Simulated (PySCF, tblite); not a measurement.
# C₇H₁₅OP: geometry, infrared bands and NMR shifts

Aim: predict the infrared bands and NMR shifts of C₇H₁₅OP (`CO[C@@H]1C[C@H](C)CP1C`).

Programs: tblite 0.8.0 and PySCF 2.14.0, with density-fitted response routines of our own. Each step states its level of theory. These are calculated values for one molecule in the gas phase, unless marked as measured. Atoms count from 0, in the outputs and in this text.

## (1) Starting geometry

24 atoms, charge 0, multiplicity 1; geometry from: force field or distance geometry start.

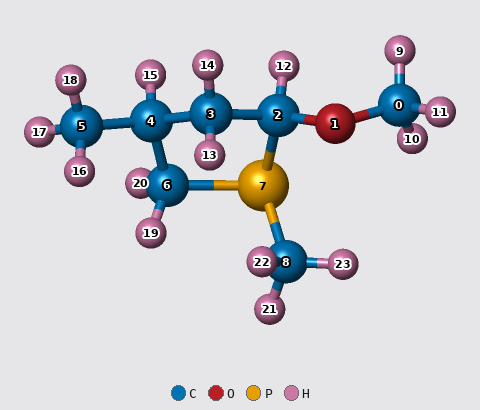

As it starts; carbon blue, oxygen red, phosphorus amber, hydrogen pink, atoms numbered.

## (2) Relaxing the molecule with GFN2-xTB

What the job is given:

```
{"job": {"kind": "relax", "xc": "GFN2-xTB", "basis": "xTB"}, "charge": 0, "multiplicity": 1}
C     -3.224900    -0.719600     0.177600
O     -1.953600    -0.596000     0.765800
C     -0.886900    -0.602800    -0.184200
C      0.417200    -0.915900     0.531400
C      1.552300    -0.622200    -0.430500
C      2.917200    -0.774700     0.209000
C      1.318800     0.810300    -0.948000
P     -0.524900     0.998600    -1.116600
C     -0.836400     2.202600     0.230100
H     -3.319400    -1.657000    -0.372800
H     -3.442900     0.129400    -0.482300
H     -3.984800    -0.725000     0.978200
H     -1.079700    -1.383500    -0.923400
H      0.518800    -0.332400     1.457700
H      0.424400    -1.965500     0.855700
H      1.488300    -1.318700    -1.271100
H      3.035600    -0.103000     1.075700
H      3.716300    -0.546200    -0.503800
H      3.070800    -1.798100     0.566100
H      1.714200     1.552700    -0.235500
H      1.807100     0.970900    -1.904800
H     -0.464800     3.193700    -0.059200
H     -0.352300     1.928700     1.180400
H     -1.922100     2.293300     0.412100
```

Command:

```bash
> OMP_NUM_THREADS=1 python probes_run.py task.json out
```

The driver reads the jobs from task.json and runs them one after another.

**Question.** This job is followed by: GFN2-xTB harmonic vibrations, gas phase; GIAO PBE0/pcSseg-1 NMR shielding, non-relativistic, gas phase. What will the session give for the following? strongest single infrared mode (GFN2-xTB); zero-point energy (GFN2-xTB); 13C shifts against TMS (PBE0/pcSseg-1); 1H shifts against TMS (PBE0/pcSseg-1, means over atoms taken as alike); 17O shifts against H2O (PBE0/pcSseg-1); 31P shifts against H3PO4 (PBE0/pcSseg-1); surface potential, least and greatest.

**Answer**, as computed:

| quantity | value |
| --- | --- |
| strongest single infrared mode (GFN2-xTB) | 1124 cm⁻¹, 65 km/mol |
| zero-point energy (GFN2-xTB) | 129.8 kcal/mol |
| 13C shifts against TMS (PBE0/pcSseg-1) | 89.3, 61.3, 43.8, 39.4, 35.2, 23.8, 11.8 ppm |
| 1H shifts against TMS (PBE0/pcSseg-1, means over atoms taken as alike) | 4.00, 3.53, 2.19, 2.02, 1.62, 1.62, 1.16, 0.94, 0.87 ppm |
| 17O shifts against H2O (PBE0/pcSseg-1) | 29.8 ppm |
| 31P shifts against H3PO4 (PBE0/pcSseg-1) | -55.6 ppm |
| surface potential, least and greatest | -1.36 V and 0.65 V |

In words: Relaxing lowered the energy by 0.117 eV in 48 steps; the close pair that moved most is O1–C2, from 1.428 to 1.403 Å. All 66 modes are real, so the xTB geometry is a minimum. The strongest single mode, at 1124 cm⁻¹, is spread over many atoms; the largest shares are those of O1, C2. Unscaled tight-binding wavenumbers are off by several per cent, some by more. Its intensities can rank the bands wrongly. C2 (sp3 CH bonded to O and P) lies farthest downfield among carbon, at 89.3 ppm; deshielded by the electronegative neighbour. H12 (hydrogen on an sp3 CH bonded to O and P) lies farthest downfield among hydrogen, at 4.00 ppm; its carbon carries O, hence the downfield position. At PBE0/pcSseg-1: The widest tensor belongs to P7: span 117 ppm, with a paramagnetic part of -594 ppm.
